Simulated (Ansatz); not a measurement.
# CH4FNSSi: molecular dynamics

CH4FNSSi, computed with RKS revPBE-d3bj/def2-SVP (Ansatz 0.2.0).

The geometry comes from this level: PBE0-D4/def2-TZVP. Figures and captions count atoms from 1; the log counts them from 0 in places.

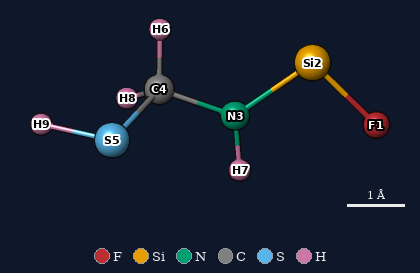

The starting structure (ball-and-stick view, seen at a tilt; atoms are numbered from 1 in the order of the input). Bond lengths as drawn: C–H 1.09 Å, C–N 1.43 Å, C–S 1.83 Å, F–Si 1.62 Å, H–N 1.01 Å, H–S 1.34 Å and N–Si 1.71 Å.

Input
```yaml
crystal:
  periodic: [false, false, false]
  atoms:
    - {symbol: F, position_ang: [1.817265, 0.094954, -2.678273]}
    - {symbol: Si, position_ang: [0.737734, 0.973842, -1.848587]}
    - {symbol: N, position_ang: [0.325312, -0.200117, -0.671675]}
    - {symbol: C, position_ang: [-0.604451, 0.028511, 0.391570]}
    - {symbol: S, position_ang: [0.286973, 0.069681, 1.990781]}
    - {symbol: H, position_ang: [-1.101053, 0.987986, 0.227043]}
    - {symbol: H, position_ang: [0.776148, -1.106622, -0.643768]}
    - {symbol: H, position_ang: [-1.365555, -0.752479, 0.442085]}
    - {symbol: H, position_ang: [-0.783873, -0.142058, 2.773725]}
basis:
  gaussian: {orbitals: def2-SVP}
hamiltonian: {xc: {name: revPBE}, dispersion: d3bj}
md: {timestep: 2 fs, n_steps: 20, ensemble: nvt_nose_hoover, temperature: 1000, initial_velocities: maxwell_boltzmann, seed: 11}
```

Machine: 4 threads of Intel Xeon @ 2.80GHz, 23 GiB of memory available, shared host.

Launch command:
```bash
ansatz run in.yaml --threads 4 --pin off --events-out ev --progress --plain --max-ram 10444MiB
```

What the program printed
```
Functional definition: revPBE
  name "revPBE"
  cite "Zhang & Yang, Phys. Rev. Lett. 80, 890 (1998) doi:10.1103/PhysRevLett.80.890"
  cite "Perdew, Burke & Ernzerhof, Phys. Rev. Lett. 77, 3865 (1996) doi:10.1103/PhysRevLett.77.3865"
  parameter kappa = 1.245
  parameter beta = 0.06672455060314922
  exchange = pbe_x(kappa = kappa, mu = beta*pi^2/3)
  correlation = pbe_c(beta = beta)
1111 factors; their error is unknown
mean field evaluation 1: about -23999.0583 eV, gradient 6.5e1 eV
mean field evaluation 2: about -23954.8531 eV, gradient 1.4e2 eV
mean field evaluation 4: about -24007.6383 eV, gradient 1.4e1 eV
mean field evaluation 8: about -24007.9682 eV, gradient 6.5e-2 eV
mean field evaluation 16: about -24007.8846 eV, gradient 1.3e-4 eV
mean field -24007.88455952 eV, -882.2734844336 hartree, gradient 4.9e-5 eV, S^2 0.000000; 0 other end points of the search recorded, 0 dependent functions left out
the calculation of the forces begins
reference -24007.88460193 eV, -882.2734859923 hartree; 28, 28 occupied and 70, 70 virtual orbitals, 1111 factors
md step     0: t =     0.00 fs  T =  1000.0 K  F+E_penalty+E_count = -24008.44187484 eV  E_kin = 0.904820 eV  conserved = -24007.53705484 eV  (29 SCF iters)
these checks for a lower state are left out or cut short: starts, cluster_reference, orbital_swaps, neighbouring_geometries, increment
1111 factors; their error is unknown
mean field -24007.41585224 eV, -882.2562597589 hartree, gradient 2.5e-5 eV, S^2 0.000000; 0 other end points of the search recorded, 0 dependent functions left out
[... from here on the field's lines of each further geometry are left out, up to the last ...]
md step     1: t =     2.00 fs  T =   651.3 K  F+E_penalty+E_count = -24007.97554669 eV  E_kin = 0.589293 eV  conserved = -24007.38627443 eV  (30 SCF iters, 5 dispersion substeps)
md step     2: t =     4.00 fs  T =   551.4 K  F+E_penalty+E_count = -24007.96494888 eV  E_kin = 0.498890 eV  conserved = -24007.46623345 eV  (30 SCF iters, 5 dispersion substeps)
md step     3: t =     6.00 fs  T =   381.1 K  F+E_penalty+E_count = -24007.76227434 eV  E_kin = 0.344792 eV  conserved = -24007.41792467 eV  (30 SCF iters, 5 dispersion substeps)
md step     4: t =     8.00 fs  T =   460.0 K  F+E_penalty+E_count = -24007.86752079 eV  E_kin = 0.416246 eV  conserved = -24007.45215031 eV  (30 SCF iters, 5 dispersion substeps)
md step     5: t =    10.00 fs  T =   579.3 K  F+E_penalty+E_count = -24007.94439818 eV  E_kin = 0.524186 eV  conserved = -24007.42182448 eV  (30 SCF iters, 5 dispersion substeps)
md step     6: t =    12.00 fs  T =   787.2 K  F+E_penalty+E_count = -24008.22484478 eV  E_kin = 0.712292 eV  conserved = -24007.51533833 eV  (29 SCF iters, 5 dispersion substeps)
md step     7: t =    14.00 fs  T =   689.8 K  F+E_penalty+E_count = -24008.07054172 eV  E_kin = 0.624138 eV  conserved = -24007.45058595 eV  (30 SCF iters, 5 dispersion substeps)
md step     8: t =    16.00 fs  T =   608.3 K  F+E_penalty+E_count = -24007.99752940 eV  E_kin = 0.550390 eV  conserved = -24007.45269645 eV  (31 SCF iters, 5 dispersion substeps)
md step     9: t =    18.00 fs  T =   476.5 K  F+E_penalty+E_count = -24007.89456998 eV  E_kin = 0.431117 eV  conserved = -24007.47031673 eV  (31 SCF iters, 5 dispersion substeps)
md step    10: t =    20.00 fs  T =   424.7 K  F+E_penalty+E_count = -24007.78990009 eV  E_kin = 0.384265 eV  conserved = -24007.41375656 eV  (32 SCF iters, 5 dispersion substeps)
md step    11: t =    22.00 fs  T =   495.6 K  F+E_penalty+E_count = -24007.92300212 eV  E_kin = 0.448386 eV  conserved = -24007.48422069 eV  (32 SCF iters, 5 dispersion substeps)
md step    12: t =    24.00 fs  T =   360.0 K  F+E_penalty+E_count = -24007.70004317 eV  E_kin = 0.325725 eV  conserved = -24007.38546213 eV  (31 SCF iters, 5 dispersion substeps)
md step    13: t =    26.00 fs  T =   614.5 K  F+E_penalty+E_count = -24008.01878491 eV  E_kin = 0.556027 eV  conserved = -24007.47589149 eV  (32 SCF iters, 5 dispersion substeps)
md step    14: t =    28.00 fs  T =   435.5 K  F+E_penalty+E_count = -24007.77934305 eV  E_kin = 0.394035 eV  conserved = -24007.40074317 eV  (31 SCF iters, 5 dispersion substeps)
md step    15: t =    30.00 fs  T =   482.8 K  F+E_penalty+E_count = -24007.86483465 eV  E_kin = 0.436843 eV  conserved = -24007.44563830 eV  (31 SCF iters, 5 dispersion substeps)
md step    16: t =    32.00 fs  T =   656.7 K  F+E_penalty+E_count = -24008.04547656 eV  E_kin = 0.594198 eV  conserved = -24007.47189454 eV  (31 SCF iters, 5 dispersion substeps)
md step    17: t =    34.00 fs  T =   542.8 K  F+E_penalty+E_count = -24007.87981830 eV  E_kin = 0.491179 eV  conserved = -24007.41255345 eV  (29 SCF iters, 5 dispersion substeps)
md step    18: t =    36.00 fs  T =   665.3 K  F+E_penalty+E_count = -24008.06344894 eV  E_kin = 0.602018 eV  conserved = -24007.48888267 eV  (30 SCF iters, 5 dispersion substeps)
md step    19: t =    38.00 fs  T =   721.5 K  F+E_penalty+E_count = -24008.05880074 eV  E_kin = 0.652828 eV  conserved = -24007.43768017 eV  (30 SCF iters, 5 dispersion substeps)
the calculation of the forces begins
reference -24007.41237781 eV, -882.2561320760 hartree; 28, 28 occupied and 70, 70 virtual orbitals, 1111 factors
1111 factors; their error is unknown
mean field evaluation 192: about -24007.4123 eV, gradient 1.9e-2 eV
mean field -24007.41233542 eV, -882.2561305181 hartree, gradient 2.2e-5 eV, S^2 0.000000; 1 other end points of the search recorded, 0 dependent functions left out
the calculation of the forces begins
reference -24007.41237781 eV, -882.2561320760 hartree; 28, 28 occupied and 70, 70 virtual orbitals, 1111 factors
md step    20: t =    40.00 fs  T =   625.1 K  F+E_penalty+E_count = -24007.96641984 eV  E_kin = 0.565569 eV  conserved = -24007.43685829 eV  (30 SCF iters, 5 dispersion substeps)
```

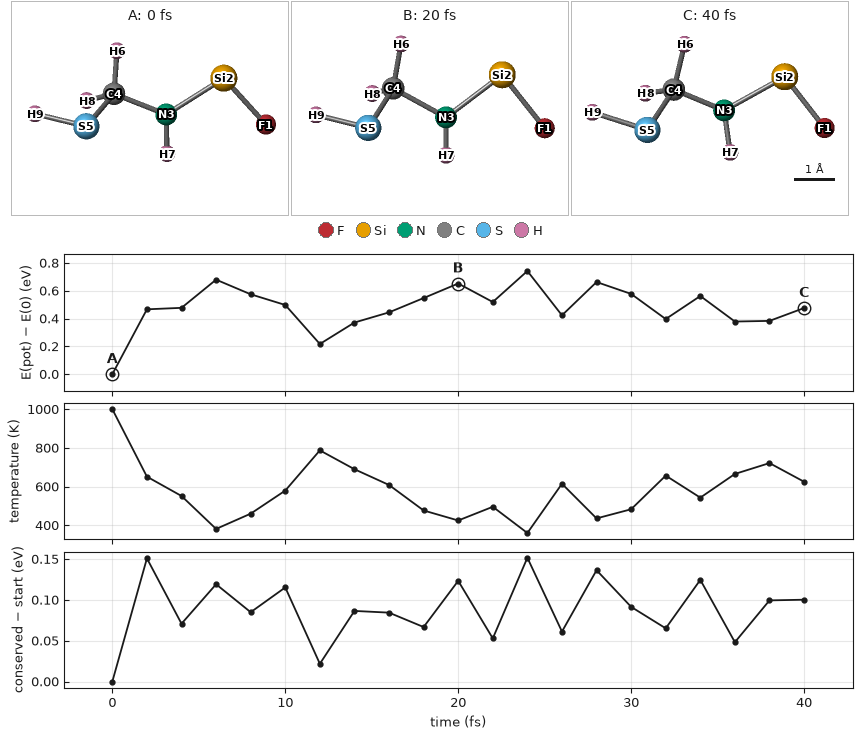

Frames of the molecular dynamics (ball-and-stick, seen at a tilt) above the curves, on which the letters mark them. The trajectory kept here has 21 frames over 40 fs. The temperature starts at 1000 K, ranges from 360 to 1000 K and averages 548 K over the second half. The potential energy ends 0.475 eV above its first value. The conserved quantity stays within 0.15 eV. After an unweighted best fit of the last frame on the first, the root-mean-square displacement is 0.18 Å.

```
Total energy: -24007.96646223 eV, -882.2764943028 hartree
Atom 0 at     1.938865     0.115744    -2.526142 Å, force     0.923472    -0.743044    -0.410442 eV/Å
Atom 1 at     0.639962     0.922255    -1.970707 Å, force    -0.970684     1.250186     0.022674 eV/Å
Atom 2 at     0.239520    -0.108175    -0.633149 Å, force     2.273372    -1.421283    -1.511201 eV/Å
Atom 3 at    -0.640053     0.164088     0.413263 Å, force     0.126043     3.170692     0.687763 eV/Å
Atom 4 at     0.342252    -0.016803     1.973176 Å, force    -1.060291     0.136018     1.454765 eV/Å
Atom 5 at    -0.909565     1.350667     0.235336 Å, force    -0.269359    -2.585705     0.653374 eV/Å
Atom 6 at     0.936741    -0.900250    -0.542171 Å, force    -1.050422     0.435027     0.240548 eV/Å
Atom 7 at    -1.462192    -0.532692     0.486527 Å, force    -1.122552    -0.245840    -0.032762 eV/Å
Atom 8 at    -0.748867    -0.027849     2.920702 Å, force     1.150422     0.003949    -1.104718 eV/Å
Dipole moment:    -0.371520    -0.161821     0.229221 e Å
```

Trajectory as extended XYZ (Å, eV, eV/Å), 11 of the 21 frames kept, from step=0 to step=20
```
9
Properties=species:S:1:pos:R:3:forces:R:3 step=0 time_fs=0.0 energy=-24008.44188 temperature=1000.0
F     1.8173    0.0950   -2.6783    1.0021  -0.7728  -0.7935
Si    0.7377    0.9738   -1.8486   -0.6671   1.5004  -0.0157
N     0.3253   -0.2001   -0.6717   -0.3172  -0.1499   0.3061
C    -0.6045    0.0285    0.3916    0.1469  -0.0551  -0.0034
S     0.2870    0.0697    1.9908    0.7221   0.1012   0.2817
H    -1.1011    0.9880    0.2270   -0.3163   0.5099  -0.1182
H     0.7761   -1.1066   -0.6438    0.3150  -0.6247   0.0252
H    -1.3656   -0.7525    0.4421   -0.4686  -0.4220   0.0180
H    -0.7839   -0.1421    2.7737   -0.4170  -0.0870   0.2998
9
Properties=species:S:1:pos:R:3:forces:R:3 step=2 time_fs=4.0 energy=-24007.96495 temperature=551.4
F     1.8170    0.1022   -2.6445    1.4987  -1.2283  -1.1081
Si    0.7210    0.9529   -1.8503   -0.9578   2.7533  -0.4609
N     0.3298   -0.1556   -0.6478    1.2244  -3.6946  -0.4459
C    -0.5668    0.0315    0.3669   -3.7980   0.4213   1.8153
S     0.2932    0.0607    1.9690   -0.8942  -0.2046   1.8611
H    -1.0730    0.9879    0.1588   -0.0364   0.7039   0.2505
H     0.7426   -1.1245   -0.6328   -0.0242   0.8275  -0.1513
H    -1.5265   -0.6380    0.4996    1.6173   0.1712  -0.6273
H    -0.8549   -0.1573    2.8393    1.3701   0.2503  -1.1335
9
Properties=species:S:1:pos:R:3:forces:R:3 step=4 time_fs=8.0 energy=-24007.86752 temperature=460.0
F     1.8286    0.0998   -2.6195    1.3634  -1.0753  -1.0047
Si    0.6991    0.9465   -1.8543   -0.7882   2.6479  -0.6717
N     0.3434   -0.1425   -0.6286    1.3177  -4.0389  -0.8576
C    -0.5706    0.0377    0.3642   -2.3776   4.5435   1.3074
S     0.2960    0.0508    1.9553    1.0433   0.1480   0.4706
H    -1.0735    1.1277    0.1188    0.9869  -1.6389   0.7023
H     0.7516   -1.1225   -0.6387   -0.1337   1.0833  -0.0342
H    -1.4832   -0.5178    0.4707   -0.7272  -1.5362  -0.3569
H    -0.7504   -0.1406    2.7582   -0.6846  -0.1334   0.4449
9
Properties=species:S:1:pos:R:3:forces:R:3 step=6 time_fs=12.0 energy=-24008.22485 temperature=787.2
F     1.8511    0.0889   -2.6025    0.6745  -0.4193  -0.6156
Si    0.6730    0.9542   -1.8620   -0.0908   1.3240  -0.6103
N     0.3672   -0.1642   -0.6182   -0.5627  -0.0679  -0.5151
C    -0.6058    0.0943    0.3780   -0.0623  -2.0271   0.5019
S     0.3036    0.0417    1.9439    0.7943   0.0869   0.4704
H    -0.9481    1.0641    0.1771   -1.0866   2.2484  -0.1493
H     0.7877   -1.0708   -0.6506    0.5374  -1.1774   0.2538
H    -1.5017   -0.5947    0.3844    0.5259   0.1435   0.0075
H    -0.7429   -0.1423    2.7412   -0.7298  -0.1110   0.6568
9
Properties=species:S:1:pos:R:3:forces:R:3 step=8 time_fs=16.0 energy=-24007.99753 temperature=608.3
F     1.8790    0.0746   -2.5905   -0.1231   0.3228  -0.2622
Si    0.6465    0.9692   -1.8729    0.7910  -0.2733  -0.4067
N     0.3865   -0.1892   -0.6135    0.0024  -0.9721  -0.3306
C    -0.6426    0.1358    0.3968    0.3085  -1.0565  -0.9887
S     0.3147    0.0328    1.9351   -1.6606  -0.3811   1.9948
H    -0.9419    1.2344    0.2302   -0.2534  -1.3024  -0.0308
H     0.8854   -1.1606   -0.6254   -1.1997   1.9193   0.4140
H    -1.4802   -0.6700    0.3035    0.6644   1.4553   0.5013
H    -0.8346   -0.1592    2.8147    1.4704   0.2880  -0.8912
9
Properties=species:S:1:pos:R:3:forces:R:3 step=10 time_fs=20.0 energy=-24007.78990 temperature=424.7
F     1.9060    0.0627   -2.5806   -0.7088   0.8784  -0.0529
Si    0.6241    0.9828   -1.8861    1.4539  -1.6068  -0.0778
N     0.4019   -0.2179   -0.6128   -3.2135   5.1232  -0.6118
C    -0.6704    0.1613    0.4054    3.5627   1.8284  -0.8944
S     0.3188    0.0223    1.9350   -0.3170  -0.0425   0.6421
H    -0.9972    1.2943    0.2659    0.2533  -2.1093  -0.1540
H     0.8580   -1.0638   -0.5367    1.3264  -2.8426   0.5253
H    -1.4000   -0.5760    0.2897   -2.2729  -1.2500   0.3075
H    -0.7347   -0.1382    2.7761   -0.0841   0.0213   0.3160
9
Properties=species:S:1:pos:R:3:forces:R:3 step=12 time_fs=24.0 energy=-24007.70004 temperature=360.0
F     1.9276    0.0579   -2.5713   -1.0523   1.1566   0.0717
Si    0.6097    0.9879   -1.9000    1.9020  -2.0583  -0.2015
N     0.3911   -0.2079   -0.6167   -0.7688  -0.1652   0.5533
C    -0.6609    0.1937    0.4026    1.5360  -6.1753  -0.2009
S     0.3220    0.0117    1.9377    0.8037   0.3185  -0.3307
H    -1.0403    1.1293    0.2705   -1.0467   3.5393  -0.7246
H     0.9102   -1.1687   -0.3957   -1.3304   2.4755  -0.6086
H    -1.5495   -0.5677    0.3351    1.1076   1.0168   0.4155
H    -0.6610   -0.1145    2.7971   -1.1512  -0.1079   1.0259
9
Properties=species:S:1:pos:R:3:forces:R:3 step=14 time_fs=28.0 energy=-24007.77934 temperature=435.5
F     1.9408    0.0623   -2.5613   -1.1234   1.1122   0.1451
Si    0.6054    0.9820   -1.9149    1.8278  -1.8359  -0.2343
N     0.3686   -0.1935   -0.6160   -3.3013   3.9890  -0.6302
C    -0.6364    0.1717    0.3949   -1.3914   1.4401  -0.3246
S     0.3279    0.0024    1.9400   -1.1834   0.1992   1.7291
H    -1.1502    1.2650    0.1981    1.5805  -1.8492   0.2932
H     0.8139   -0.9954   -0.3274    1.8845  -2.8711   0.4088
H    -1.5762   -0.4476    0.4368    0.6006  -0.3190  -0.1090
H    -0.7250   -0.1037    2.9388    1.1061   0.1346  -1.2780
9
Properties=species:S:1:pos:R:3:forces:R:3 step=16 time_fs=32.0 energy=-24008.04548 temperature=656.7
F     1.9450    0.0756   -2.5501   -0.8641   0.7797   0.1223
Si    0.6111    0.9661   -1.9314    1.4183  -1.0743  -0.4240
N     0.3195   -0.1519   -0.6175    0.7888  -2.1324   0.3960
C    -0.6247    0.1635    0.3837   -0.5600   1.7871   0.8570
S     0.3291   -0.0059    1.9497    0.1934   0.4099   0.8045
H    -1.0542    1.1844    0.1621    0.5092   0.0158   0.3872
H     0.8747   -1.0296   -0.2684   -0.7812   1.6218  -1.3697
H    -1.5419   -0.3861    0.5292   -0.7031  -1.4094  -0.3627
H    -0.6513   -0.0757    2.9154   -0.0014   0.0018  -0.4107
9
Properties=species:S:1:pos:R:3:forces:R:3 step=18 time_fs=36.0 energy=-24008.06345 temperature=665.3
F     1.9425    0.0952   -2.5379   -0.1658   0.1218  -0.0457
Si    0.6244    0.9443   -1.9502    0.4107  -0.0410  -0.3004
N     0.2751   -0.1266   -0.6177    0.9249  -0.6566  -1.5535
C    -0.6209    0.1686    0.3855   -2.1414  -1.0948   2.1745
S     0.3320   -0.0123    1.9625    1.9768   0.4171  -0.8552
H    -0.9113    1.1770    0.1694   -1.0012   1.4206   0.4138
H     0.8690   -0.9094   -0.3795    0.5088  -0.8345  -0.2713
H    -1.5722   -0.4989    0.5602    1.1966   0.7366  -0.7674
H    -0.6032   -0.0473    2.8555   -1.7093  -0.0692   1.2053
9
Properties=species:S:1:pos:R:3:forces:R:3 step=20 time_fs=40.0 energy=-24007.96642 temperature=625.1
F     1.9389    0.1157   -2.5261    0.9235  -0.7430  -0.4104
Si    0.6400    0.9223   -1.9707   -0.9707   1.2502   0.0227
N     0.2395   -0.1082   -0.6331    2.2734  -1.4213  -1.5112
C    -0.6401    0.1641    0.4133    0.1260   3.1707   0.6878
S     0.3423   -0.0168    1.9732   -1.0603   0.1360   1.4548
H    -0.9096    1.3507    0.2353   -0.2694  -2.5857   0.6534
H     0.9367   -0.9002   -0.5422   -1.0504   0.4350   0.2405
H    -1.4622   -0.5327    0.4865   -1.1226  -0.2458  -0.0328
H    -0.7489   -0.0278    2.9207    1.1504   0.0039  -1.1047
```

Results in brief

| quantity | value |
| --- | --- |
| outcome | finished |
| mean temperature over the second half | 548 K |
| trajectory | 20 steps, 40 fs |
| ensemble | nvt_nose_hoover |
| temperature in the input | 1000 K |
| time step | 2 fs |
| potential energy (last step) | −24007.9665 eV |
| mean-field energy (last step) | −24007.4124 eV |
| dispersion energy (last step) | −0.5541 eV |
| SCF solution under orbital rotations (last step) | stable |
| largest force (length of the vector) (last step) | 3.247 eV/Å |
| dipole moment (last step) | 2.24 D |
| wall time | 15 s (CPU time 55 s) |
| peak memory | 0.16 GiB |

So short a trajectory is not equilibrated. The temperature stays far from the 1000 K of the thermostat over the second half: the run isn't equilibrated.
